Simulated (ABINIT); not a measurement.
# A GW chain in ABINIT: GaN (P6_3mc)

How does a plane-wave GW calculation on GaN (P6_3mc) run from the first input to the gap?

Calculated with ABINIT 10.8.3; PBE and many-body steps on it, plane waves.

The database entry behind the starting cell has ideal inner coordinates that were not refined, so it need not match the best structure at ambient conditions.

**1. Starting point**

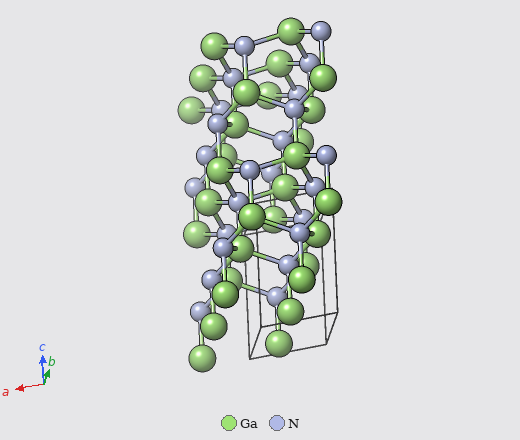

The starting structure, seen from a free direction (gallium green, nitrogen light blue). 2×3×2 cells are drawn. Some periodic images of atoms are drawn too.

The cell and positions come from the Crystallography Open Database and are kept as given unless a step says otherwise.

**2. Ground state**

This step: ABINIT 10.8.3; DFT, PBE, plane waves, norm-conserving pseudopotentials.

The ground-state density comes first.

run.abi reads:

```
acell 3*1.0 Angstrom
rprim 
  3.190000000016 -0.000000000004 0.000000000000
  -1.595000000005 2.762621038088 0.000000000000
  0.000000000000 0.000000000000 5.189000000000
ntypat 2
znucl 31 7
natom 4
typat 1 1 2 2
xred 
  0.666666666667 0.333333333333 0.000000000000
  0.333333333333 0.666666666667 0.500000000000
  0.666666666667 0.333333333333 0.375000000000
  0.333333333333 0.666666666667 0.875000000000
pp_dirpath "pseudos"
pseudos "Ga.upf, N.upf"
ecut 45
ngkpt 6 6 4
nshiftk 1
shiftk 0 0 0
kptopt 1
chksymbreak 0
nband 32
occopt 1
tolvrs 1e-10
nstep 60
prtwf 0
optforces 0
optstress 0
indata_prefix "in"
outdata_prefix "out"
tmpdata_prefix "tmp"
```

On the command line:

```
> OMP_NUM_THREADS=1 mpirun -n 8 abinit run.abi > log
```

Numbers of over 12 decimals in the logs are rounded to 6 here.

The program printed:

```text
.Version 10.8.3 of ABINIT. v10.8.2 released Aug 2026.

 Symmetries : space group P6_3 m c (#186); Bravais hP (primitive hexag.)
================================================================================
 Values of the parameters that define the memory need of the present run
     intxc =       0    ionmov =       0      iscf =       7    lmnmax =       6
     lnmax =       6     mgfft =      60  mpssoang =       3    mqgrid =    3001
     natom =       4  nloc_mem =       1    nspden =       1   nspinor =       1
    nsppol =       1      nsym =      12    n1xccc =    2501    ntypat =       2
    occopt =       1   xclevel =       2
-    mband =          32        mffmem =           1         mkmem =           3
       mpw =        4506          nfft =       96000          nkpt =          21
================================================================================
  Rough estimation (10% accuracy) of disk space for files :
================================================================================

--------------------------------------------------------------------------------
------------- Echo of variables that govern the present computation ------------
--------------------------------------------------------------------------------
 -outvars: echo values of preprocessed input variables --------
            acell      1.8897261259E+00  1.8897261259E+00  1.8897261259E+00 Bohr

      chksymbreak           0
             ecut      4.50000000E+01 Hartree
-          fftalg         312

              ixc     -101130
              kpt      0.00000000E+00  0.00000000E+00  0.00000000E+00
                       1.66666667E-01  0.00000000E+00  0.00000000E+00
                       3.33333333E-01  0.00000000E+00  0.00000000E+00
                       5.00000000E-01  0.00000000E+00  0.00000000E+00
                       1.66666667E-01  1.66666667E-01  0.00000000E+00
                       3.33333333E-01  1.66666667E-01  0.00000000E+00
                       3.33333333E-01  3.33333333E-01  0.00000000E+00
                       0.00000000E+00  0.00000000E+00  2.50000000E-01
                       1.66666667E-01  0.00000000E+00  2.50000000E-01
   [... 10 further rows ...]
                       3.33333333E-01  1.66666667E-01  5.00000000E-01
                       3.33333333E-01  3.33333333E-01  5.00000000E-01
         kptrlatt        6    0    0      0    6    0      0    0    4
          kptrlen      3.61693581E+01
P           mkmem           3
            natom           4
            nband          32
            ngfft          40      40      60
             nkpt          21
            nstep          60
             nsym          12
           ntypat           2
              occ      2.000000  2.000000  2.000000  2.000000  2.000000  2.000000
                       2.000000  2.000000  2.000000  2.000000  2.000000  2.000000
                       2.000000  2.000000  2.000000  2.000000  2.000000  2.000000
                       2.000000  2.000000  2.000000  2.000000  2.000000  2.000000
                       2.000000  2.000000  0.000000  0.000000  0.000000  0.000000
                       0.000000  0.000000
        optforces           0
        optstress           0
            prtwf           0
            rprim      3.1900000000E+00 -4.0000000000E-12  0.0000000000E+00
[...]
spgroup         186

           tolvrs      1.00000000E-10

             xred      6.6666666667E-01  3.3333333333E-01  0.0000000000E+00
[...]
znucl       31.00000    7.00000

================================================================================

 chkinp: Checking input parameters for consistency.

================================================================================
== DATASET  1 ==================================================================
-   mpi_nproc: 8, omp_nthreads: 1 (-1 if OMP is not activated)

--- !DatasetInfo
iteration_state: {dtset: 1, }
dimensions: {natom: 4, nkpt: 21, mband: 32, nsppol: 1, nspinor: 1, nspden: 1, mpw: 4506, }
cutoff_energies: {ecut:  45.0, pawecutdg:  -1.0, }
electrons: {nelect:   5.20000000E+01, charge:   0.00000000E+00, occopt:   1.00000000E+00, tsmear:   1.00000000E-02, }

 Real(R)+Recip(G) space primitive vectors, cartesian coordinates (Bohr,Bohr^-1):
 R(1)=  6.0282263  0.0000000  0.0000000  G(1)=  0.1658863  0.0957745  0.0000000
 R(2)= -3.0141132  5.2205972  0.0000000  G(2)=  0.0000000  0.1915490  0.0000000
 R(3)=  0.0000000  0.0000000  9.8057889  G(3)=  0.0000000  0.0000000  0.1019806
 Unit cell volume ucvol=  3.0859741E+02 bohr^3
 Angles (23,13,12)=  9.00000000E+01  9.00000000E+01  1.20000000E+02 degrees

 getcut: wavevector=  0.0000  0.0000  0.0000  ngfft=  40  40  60
         ecut(hartree)=     45.000   => boxcut(ratio)=   2.02627

--- Pseudopotential description ------------------------------------------------
- Ga Generated using ONCVPSP code by D. R. Hamann
- 31.00000  21.00000  171031                  znucl, zion, pspdat
12 -101130 2 -1 1902                          pspcod,pspxc,lmax,lloc,mmax
     nproj     2     2     2
  pspatm : epsatm=   21.85474337
         --- l  ekb(1:nproj) -->
[...]
pspatm: atomic psp has been read  and splines computed

- N Generated using ONCVPSP code by D. R. Hamann
-  7.00000   5.00000  171031                  znucl, zion, pspdat
12 -101130 1 -1 1058                          pspcod,pspxc,lmax,lloc,mmax
     nproj     2     2     0
  pspatm : epsatm=    5.20977870
         --- l  ekb(1:nproj) -->
[...]
pspatm: atomic psp has been read  and splines computed

   2.81471030E+03                                ecore*ucvol(ha*bohr**3)
--------------------------------------------------------------------------------

_setup2: Arith. and geom. avg. npw (full set) are    4450.160    4450.144

================================================================================

--- !BeginCycle
iteration_state: {dtset: 1, }
solver: {iscf: 7, nstep: 60, nline: 4, wfoptalg: 0, }
tolerances: {tolvrs: 1.00E-10, }

     iter   Etot(hartree)      deltaE(h)  residm     vres2
 ETOT  1  -514.91241054123    -5.149E+02 5.658E-01 2.259E+03
 ETOT  2  -516.80333335610    -1.891E+00 4.036E-02 3.250E+03
 ETOT  3  -517.42656362396    -6.232E-01 1.014E-01 5.839E+01
 ETOT  4  -517.43277143139    -6.208E-03 5.667E-03 3.122E+01
 ETOT  5  -517.43610687166    -3.335E-03 3.358E-03 5.848E+00
 ETOT  6  -517.43717997071    -1.073E-03 1.205E-02 1.232E-01
 ETOT  7  -517.43719931203    -1.934E-05 1.934E-03 3.823E-02
 ETOT  8  -517.43720571057    -6.399E-06 8.764E-04 2.595E-03
 ETOT  9  -517.43720617804    -4.675E-07 1.286E-03 9.031E-05
 ETOT 10  -517.43720619561    -1.758E-08 4.232E-04 4.200E-07
 ETOT 11  -517.43720619571    -1.032E-10 4.766E-04 3.169E-09
 ETOT 12  -517.43720619571     3.752E-12 1.401E-04 1.619E-10
 ETOT 13  -517.43720619571     4.775E-12 1.580E-04 7.834E-12

 At SCF step   13       vres2   =  7.83E-12 < tolvrs=  1.00E-10 =>converged.

--- !ResultsGS
iteration_state: {dtset: 1, }
comment   : Summary of ground state results
lattice_vectors:
- [  6.0282263,  -0.0000000,   0.0000000, ]
- [ -3.0141132,   5.2205972,   0.0000000, ]
- [  0.0000000,   0.0000000,   9.8057889, ]
lattice_lengths: [   6.02823,    6.02823,    9.80579, ]
lattice_angles: [ 90.000,  90.000, 120.000, ] # degrees, (23, 13, 12)
lattice_volume:   3.0859741E+02
convergence: {deltae:  4.775E-12, res2:  7.834E-12, residm:  1.580E-04, diffor:  0.000E+00, }
etotal    :  -5.17437206E+02
entropy   :   0.00000000E+00
fermie    :   2.53663909E-01
cartesian_stress_tensor: null
pressure_GPa: null
xred      :
- [  6.6667E-01,   3.3333E-01,   0.0000E+00, Ga]
- [  3.3333E-01,   6.6667E-01,   5.0000E-01, Ga]
- [  6.6667E-01,   3.3333E-01,   3.7500E-01,  N]
- [  3.3333E-01,   6.6667E-01,   8.7500E-01,  N]
cartesian_forces: null
force_length_stats: {min: null, max: null, mean: null, }

 Integrated electronic density in atomic spheres:
 ------------------------------------------------
 Atom  Sphere_radius  Integrated_density
[...]
4        2.00000          5.25890326
================================================================================

 ----iterations are completed or convergence reached----

 Mean square residual over all n,k,spin=   45.715E-08; max=  15.795E-05
 reduced coordinates (array xred) for    4 atoms
       0.666666666667      0.333333333333      0.000000000000
       0.333333333333      0.666666666667      0.500000000000
       0.666666666667      0.333333333333      0.375000000000
       0.333333333333      0.666666666667      0.875000000000
 rms dE/dt=  0.0000E+00; max dE/dt=  0.0000E+00; dE/dt below (all hartree)
    1       0.000000000000      0.000000000000      0.000000000000
    2       0.000000000000      0.000000000000      0.000000000000
    3       0.000000000000      0.000000000000      0.000000000000
    4       0.000000000000      0.000000000000      0.000000000000

 cartesian coordinates (angstrom) at end:
    1      1.595000     0.920874     0.000000
    2      2e-12     1.841747     2.594500
    3      1.595000     0.920874     1.945875
    4      2e-12     1.841747     4.540375
 length scales=  1.889726125908  1.889726125908  1.889726125908 bohr
              =  1.000000000000  1.000000000000  1.000000000000 angstroms
 prteigrs : about to open file out_EIG
 Fermi (or HOMO) energy (hartree) =   0.25366   Average Vxc (hartree)=  -0.43114
 Eigenvalues (hartree) for nkpt=  21  k points:
 kpt#   1, nband= 32, wtk=  0.00694, kpt=  0.0000  0.0000  0.0000 (reduced coord)
  -4.97589   -4.97589   -3.16320   -3.16306   -3.16306   -3.16305   -3.16304   -3.16304
  -0.33265   -0.30063   -0.24456   -0.24373   -0.24373   -0.24156   -0.24156   -0.23496
  -0.23496   -0.23177   -0.23177   -0.18366   -0.00600    0.21541    0.21541    0.25131
   0.25366    0.25366    0.32419    0.41056    0.59120    0.61823    0.61823    0.65065
 prteigrs : prtvol=0 or 1, do not print more k-points.

--- !EnergyTerms
iteration_state     : {dtset: 1, }
comment             : Components of total free energy in Hartree
kinetic             :  2.55431677541856E+02
hartree             :  2.00907745564393E+02
xc                  : -5.79425709439312E+01
Ewald energy        : -2.70513489358838E+02
psp_core            :  9.12097848216284E+00
local_psp           : -5.33709696701023E+02
non_local_psp       : -1.20731850780325E+02
total_energy        : -5.17437206195706E+02
total_energy_eV     : -1.40801836758327E+04
band_energy         : -6.19806074437565E+01

== END DATASET(S) ==============================================================
================================================================================

 -outvars: echo values of variables after computation  --------
           etotal     -5.1743720620E+02
            nband          32
             nkpt          21
          spgroup         186
 [... the other variables as echoed above ...]

 Calculation completed.
```

It took 23 s on 8 MPI ranks of Arm Neoverse V1, shared host; peak memory 0.67 GiB.

This step gave:

```yaml
total_energy: -14080.1837 eV
gap: 1.919 eV
k_of_the_valence_top: 0, 0, 0
k_of_the_conduction_bottom: 0, 0, 0
least_direct_gap: 1.919 eV
```

The gap is direct, at Γ.

(Continued in part 2 of 3.)

[Paths, hosts, dates, memory and timing lines, banners, echoed tables and standing remarks are left out of the program output.]

[Logs are printed without paths, hosts, clocks, repeated set-up lines and the standing remarks that a program may print on its own settings, such as how far it seeks lower states.]

[Runs of the session that timed out or met a known fault of the program may be left out.]

[Hosts, paths, dates, database ids (printed as entryN), source tags and the programs' standing remarks are cut or masked in the printed files.]

[G0W0 gaps are taken among the corrected bands and points alone; a level outside them can change the order at an edge.]

[Where Ansatz stands beside ABINIT at settings called matched, ABINIT's density can come from a denser mesh and the files from another edition; pairs whose starting gaps differed by over 0.03 eV were left out, so agreement reads better than it is.]
